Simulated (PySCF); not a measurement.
C8H12: excited-state calculation

The run: excited-state calculation of C8H12, SMILES C=CC(=C=CC)CC. Method and program: TDDFT PBE0/def2-SVPD, vertical, gas phase, core orbitals frozen in the response (PySCF 2.14.0).

The geometry comes from this level: GFN2-xTB.

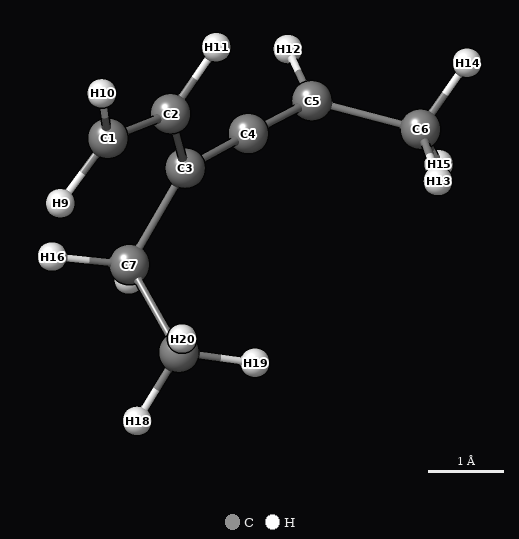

The structure as given in the input (ball-and-stick view, seen at a tilt; atoms are numbered from 1 in the order of the input). Bond lengths as drawn: C–C 1.30 to 1.53 Å and C–H 1.08 to 1.09 Å.

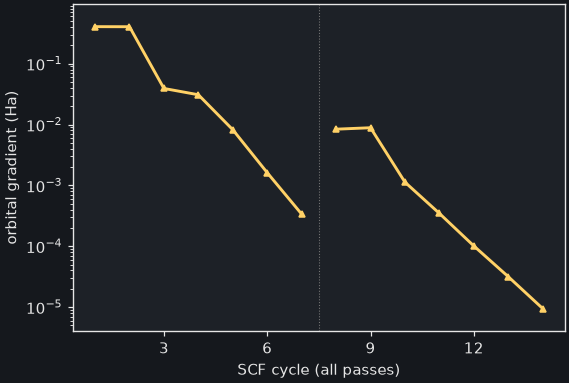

Convergence of the self-consistent field: orbital gradient against the SCF cycle. The dotted line marks the change from a coarse to the final integration grid. The first 7 cycles use a coarse grid, the final grid takes over at cycle 8, and the field converges after 14 cycles in all.

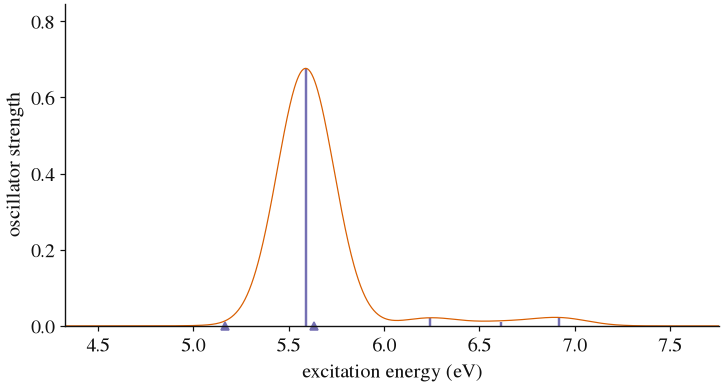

Computed excitations as sticks (degenerate states added up, dark ones marked on the axis), with a Gaussian envelope of 0.35 eV full width at half maximum, scaled to the tallest. Of the 6 states the lowest lies at 5.17 eV (f = 0.001); the strongest line is at 5.59 eV, or 222 nm (f = 0.676).

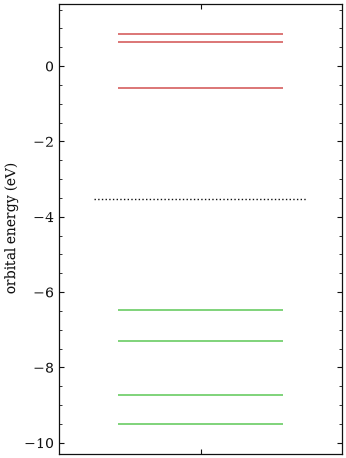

Orbital energies near the frontier; the dotted line parts filled from empty levels, and levels within 0.02 eV of each other stand side by side. Highest filled −6.46 eV, lowest empty −0.58 eV, 5.88 eV apart.

The input that produced these results follows, with the program's output.

**The input**
```
{"job": {"kind": "uv", "xc": "PBE0", "basis": "def2-SVPD", "nstates": 6, "ntriplets": 2}, "charge": 0, "multiplicity": 1}
C     -1.219011     1.783337     1.787179
C     -0.163497     1.396241     1.080330
C     -0.190075     0.611132    -0.147191
C      0.935325     0.326955    -0.757150
C      2.045562     0.024655    -1.352320
C      2.844518    -1.213798    -1.067457
C     -1.502030     0.109313    -0.702908
C     -1.972240    -1.139517     0.042514
H     -2.230658     1.544789     1.507430
H     -1.104658     2.367020     2.684739
H      0.830035     1.673004     1.411645
H      2.457824     0.684666    -2.107779
H      2.360699    -1.815631    -0.302384
H      3.843202    -0.944129    -0.724693
H      2.948613    -1.808360    -1.974844
H     -2.254123     0.896204    -0.623310
H     -1.373532    -0.129914    -1.760565
H     -2.927869    -1.478278    -0.352366
H     -1.246530    -1.941816    -0.073828
H     -2.086704    -0.935196     1.104468
```

The first line tells a small driver script what to run in PySCF; the rest is the geometry in Å.

Launch command:
```bash
OMP_NUM_THREADS=1 python <driver script> task.json out
```

**Log**
```
coarse grid: 16128 points
cycle   1  E = -311.3056031902  dE =  8.412e-01  |g| = 4.066e-01  |ddm| = 1.163e+01
cycle   2  E = -311.3091665820  dE = -3.563e-03  |g| = 4.054e-01  |ddm| = 2.150e+00
cycle   3  E = -311.3542243918  dE = -4.506e-02  |g| = 3.921e-02  |ddm| = 9.288e-01
cycle   4  E = -311.3543729378  dE = -1.485e-04  |g| = 3.090e-02  |ddm| = 2.067e-01
cycle   5  E = -311.3546212719  dE = -2.483e-04  |g| = 8.225e-03  |ddm| = 8.188e-02
cycle   6  E = -311.3546386386  dE = -1.737e-05  |g| = 1.619e-03  |ddm| = 2.557e-02
cycle   7  E = -311.3546392918  dE = -6.532e-07  |g| = 3.378e-04  |ddm| = 5.355e-03
final grid: 154128 points
cycle   8  E = -311.4043527785  dE = -6.002e-05  |g| = 8.397e-03  |ddm| = 2.064e-01
cycle   9  E = -311.4043509685  dE =  1.810e-06  |g| = 8.869e-03  |ddm| = 4.410e-02
cycle  10  E = -311.4043720392  dE = -2.107e-05  |g| = 1.131e-03  |ddm| = 2.237e-02
cycle  11  E = -311.4043723439  dE = -3.048e-07  |g| = 3.468e-04  |ddm| = 3.430e-03
cycle  12  E = -311.4043723728  dE = -2.882e-08  |g| = 1.013e-04  |ddm| = 1.040e-03
cycle  13  E = -311.4043723753  dE = -2.538e-09  |g| = 3.166e-05  |ddm| = 3.882e-04
cycle  14  E = -311.4043723755  dE = -2.511e-10  |g| = 9.489e-06  |ddm| = 9.891e-05
converged SCF energy = -311.4043723755

Static polarisability (au): isotropic 106.357, principal 74.262 87.116 157.692

Singlet excitations
state   eV       nm        f      main configurations
  1   5.1689    239.9   0.00128   H-1->L 0.93
  2   5.5889    221.8   0.67621   H->L 0.94
  3   5.6305    220.2   0.00576   H->L+1 0.70, H->L+2 0.19
  4   6.2434    198.6   0.02104   H->L+2 0.70, H->L+1 0.21
  5   6.6123    187.5   0.00998   H->L+3 0.87
  6   6.9175    179.2   0.02117   H-1->L+2 0.56, H-1->L+1 0.34

Triplet excitations (Tamm-Dancoff, eV): 3.2938 4.7817
```

**Key numbers**

- outcome: converged
- total energy: −311.404372 hartree
- HOMO: −6.46 eV
- LUMO: −0.58 eV
- dipole moment: 0.66 D
- mean polarisability: 106.36 a.u.
- lowest singlet excitation: 5.17 eV
- hardware: 1 CPU thread, shared host
- wall time: 84 s
- peak memory: 0.98 GiB
